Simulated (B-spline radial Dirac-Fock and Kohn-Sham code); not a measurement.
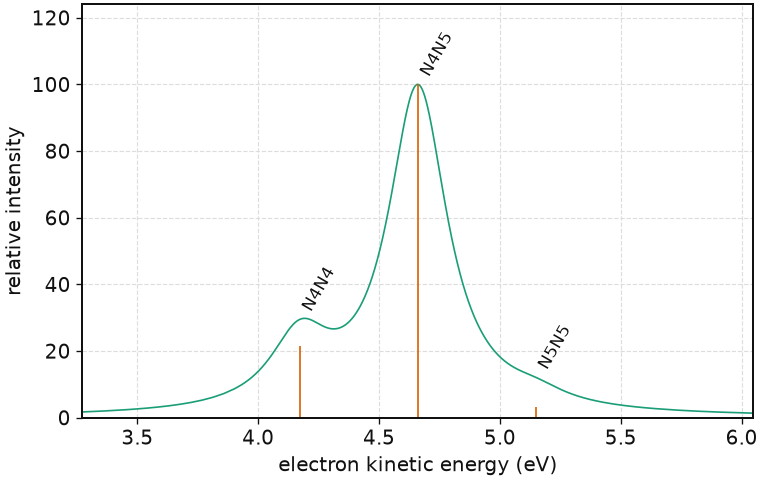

Figure. Auger and Coster–Kronig groups that fill an N2 (4p1/2) hole, broadened by 0.30 eV full width. Kinetic energies count from the vacuum level; very weak lines are left out. System: the ion Ru⁵⁺, configuration [Kr] 4d3, inside a Watson sphere of charge −5 and radius 1.6 Å that stands in for a crystal. Computed with a radial B-spline solver: independent-particle Coulomb rates on relativistic LDA orbitals, configuration-average energies from Dirac–Fock. Widths ruled by Coster–Kronig decay come out up to twice the measured ones in this model.

The strongest group is N2-N4N5 at 4.661 eV (80 % of the non-radiative width), followed by N2-N4N4 at 4.173 eV (17 %), N2-N5N5 at 5.149 eV (2.6 %). The lines shown span 4.173 eV to 5.149 eV.
